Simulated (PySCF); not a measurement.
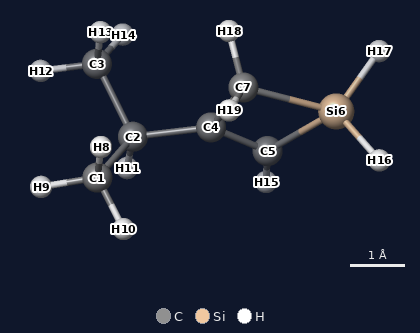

The structure (ball-and-stick view, seen at a tilt; atoms are numbered from 1 in the order of the input). Bond lengths as drawn: C–C 1.34 to 1.53 Å, C–H 1.08 to 1.10 Å, C–Si 1.88 to 1.93 Å and H–Si 1.46 Å.

**Excited-state calculation of C6H12Si**

C6H12Si, SMILES CC(C)C1=C[SiH2]C1, computed with TDDFT CAM-B3LYP/def2-SVPD, vertical, gas phase, core orbitals frozen in the response (PySCF 2.14.0).

The geometry comes from this level: GFN2-xTB.

Input
```
{"job": {"kind": "uv", "xc": "CAM-B3LYP", "basis": "def2-SVPD", "nstates": 8, "ntriplets": 3}, "charge": 0, "multiplicity": 1}
C     -1.357494    -1.532400     0.412723
C     -1.050253    -0.242979    -0.353290
C     -1.852420     0.926369     0.223808
C      0.413280     0.055019    -0.307274
C      1.295446     0.155085    -1.311761
Si     2.761934     0.534537    -0.196572
C      1.223359     0.313490     0.943165
H     -1.111461    -1.415634     1.465637
H     -2.414285    -1.778030     0.332411
H     -0.777177    -2.360379     0.010614
H     -1.336405    -0.381448    -1.403359
H     -2.919450     0.732330     0.137851
H     -1.612845     1.068319     1.275185
H     -1.622877     1.845496    -0.311515
H      1.091719     0.033613    -2.364317
H      3.805605    -0.481826    -0.062085
H      3.333447     1.880597    -0.240634
H      0.887686     1.187690     1.499054
H      1.232386    -0.530598     1.631167
```

The first line tells a small driver script what to run in PySCF; the rest is the geometry in Å.

Machine: 1 CPU thread, shared host.

Run as:
```bash
OMP_NUM_THREADS=1 python <driver script> task.json out
```

The program's output
```
coarse grid: 15584 points
cycle   1  E = -524.7915224912  dE =  8.467e-01  |g| = 3.895e-01  |ddm| = 8.887e+00
cycle   2  E = -524.8053873963  dE = -1.386e-02  |g| = 3.350e-01  |ddm| = 1.348e+00
cycle   3  E = -524.8354889355  dE = -3.010e-02  |g| = 3.493e-02  |ddm| = 7.764e-01
cycle   4  E = -524.8358053979  dE = -3.165e-04  |g| = 1.808e-02  |ddm| = 1.312e-01
cycle   5  E = -524.8358890665  dE = -8.367e-05  |g| = 3.383e-03  |ddm| = 4.815e-02
cycle   6  E = -524.8358918249  dE = -2.758e-06  |g| = 1.483e-03  |ddm| = 1.155e-02
final grid: 143640 points
cycle   7  E = -524.9245272546  dE = -4.042e-05  |g| = 4.547e-03  |ddm| = 1.412e-01
cycle   8  E = -524.9245259608  dE =  1.294e-06  |g| = 5.144e-03  |ddm| = 2.402e-02
cycle   9  E = -524.9245328476  dE = -6.887e-06  |g| = 6.228e-04  |ddm| = 1.043e-02
cycle  10  E = -524.9245329370  dE = -8.942e-08  |g| = 2.096e-04  |ddm| = 1.535e-03
cycle  11  E = -524.9245329482  dE = -1.116e-08  |g| = 3.337e-05  |ddm| = 5.889e-04
cycle  12  E = -524.9245329485  dE = -3.322e-10  |g| = 1.023e-05  |ddm| = 1.180e-04
```

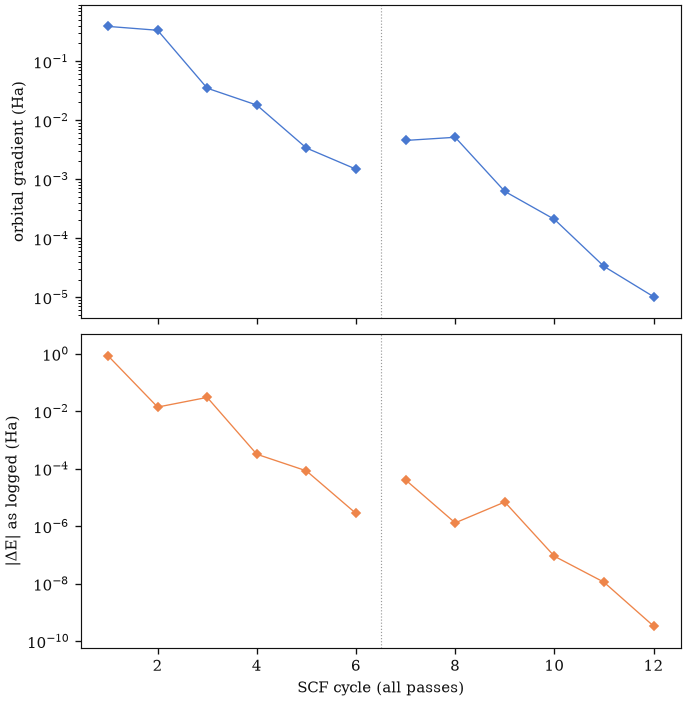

Convergence of the self-consistent field: orbital gradient and size of the energy change against the SCF cycle. The dotted line marks the change from a coarse to the final integration grid. The first 6 cycles use a coarse grid, the final grid takes over at cycle 7, and the field converges after 12 cycles in all.

```
converged SCF energy = -524.9245329485

Static polarisability (au): isotropic 95.828, principal 82.413 86.254 118.816

Singlet excitations
state   eV       nm        f      main configurations
  1   6.5712    188.7   0.00489   H->L 0.61, H->L+2 0.19, H-1->L+1 0.12
  2   6.7676    183.2   0.21792   H->L+1 0.83
  3   6.8123    182.0   0.00001   H-1->L+1 0.63, H-2->L+1 0.18, H->L 0.10
  4   6.9921    177.3   0.00640   H->L+2 0.63, H->L 0.21, H->L+5 0.11
  5   7.0289    176.4   0.00012   H-2->L+1 0.75, H-1->L+1 0.21
  6   7.5307    164.6   0.05750   H-2->L 0.60, H-2->L+2 0.10, H->L+1 0.08
  7   7.6242    162.6   0.18358   H-1->L 0.74, H-2->L 0.08
  8   7.6417    162.2   0.01346   H->L+3 0.87

Triplet excitations (Tamm-Dancoff, eV): 4.3782 6.2283 6.4390
```

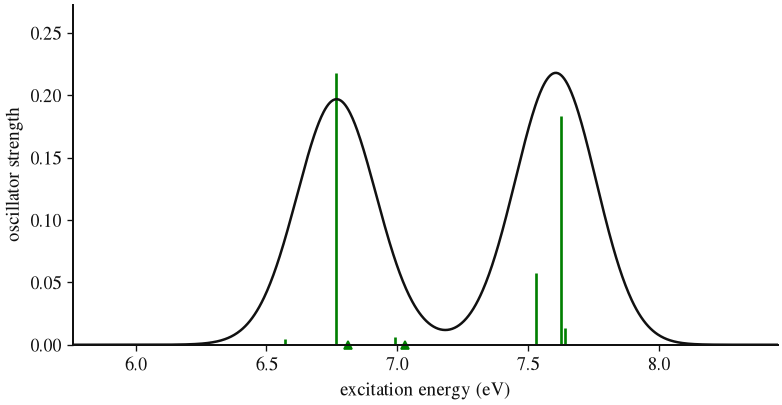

Computed excitations as sticks (degenerate states added up, dark ones marked on the axis), with a Gaussian envelope of 0.35 eV full width at half maximum, scaled to the tallest. Of the 8 states the lowest lies at 6.57 eV (f = 0.005); the strongest line is at 6.77 eV, or 183 nm (f = 0.218).

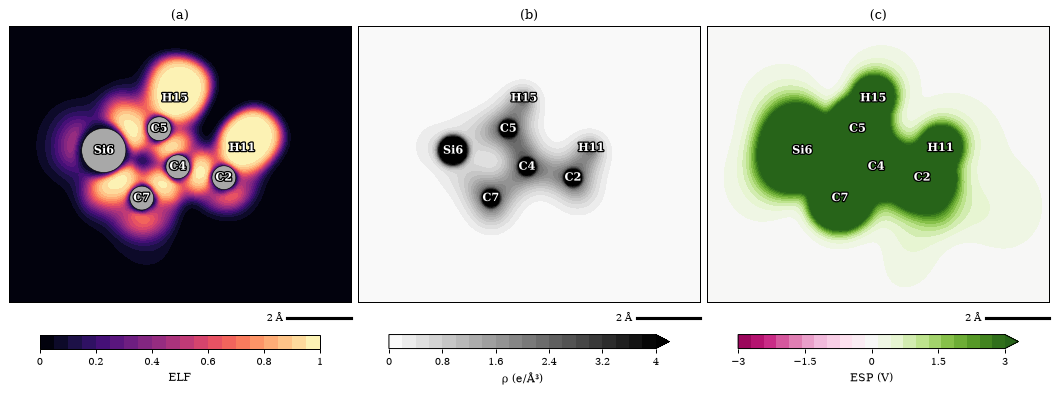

(a) electron localisation function; (b) total electron density; (c) electrostatic potential on the plane of atoms C2, C4 and C5. Grey discs, where drawn, cover atomic cores. The section cuts through C, Si and H sites. C–C (1.34 Å): ρ at the midpoint is about 2.3 e/Å³; the ELF peaks at about 0.90 between the atoms; a double or triple bond. C–Si (1.88 Å): ρ at the midpoint is about 0.91 e/Å³; the ELF peaks at about 0.95 between the atoms, which marks a shared electron pair. C–H (1.08 Å): ρ is about 2 e/Å³ halfway; the ELF climbs to about 1 towards the hydrogen, as it does in any bond to H; a covalent bond by its length. C–C (1.49 Å): ρ is about 1.8 e/Å³ halfway; the ELF peaks at about 0.95 between the atoms (a shared electron pair). The potential has no marked negative region in this plane.

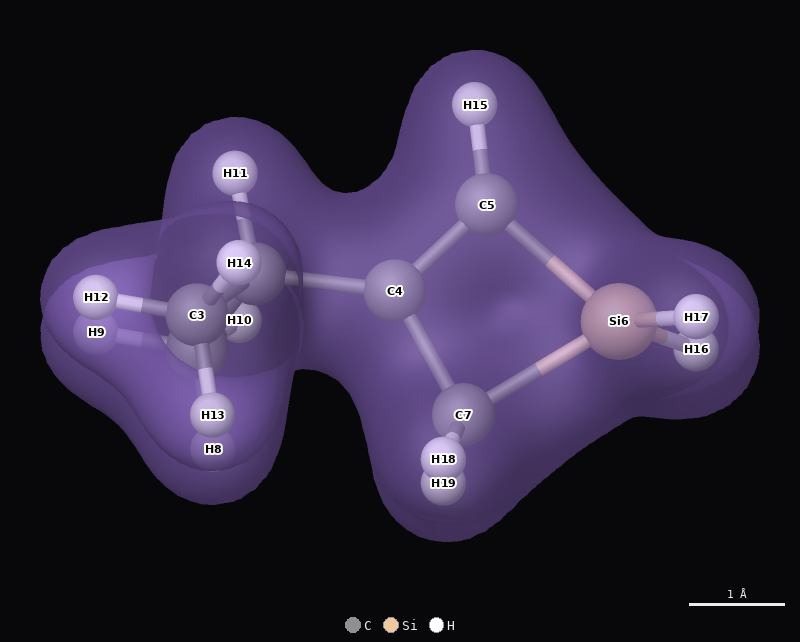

Isosurface of the total electron density at 0.2 e/Å³ (purple), seen from the side. At this value the surface is in one piece. On the grid the lowest density along these lines, outside the cores, is 2.3 e/Å³ (C–C, 1.34 Å), 0.75 e/Å³ (C–Si, 1.88 Å), 1.9 e/Å³ (C–H, 1.08 Å) and 1.8 e/Å³ (C–C, 1.49 Å).

Results in brief

| quantity | value |
| --- | --- |
| outcome | converged |
| total energy | −524.924533 hartree |
| HOMO | −8.47 eV |
| LUMO | 1.16 eV |
| dipole moment | 0.71 D |
| mean polarisability | 95.83 a.u. |
| lowest singlet excitation | 6.57 eV |
| wall time | 1.8 min |
| peak memory | 1.2 GiB |
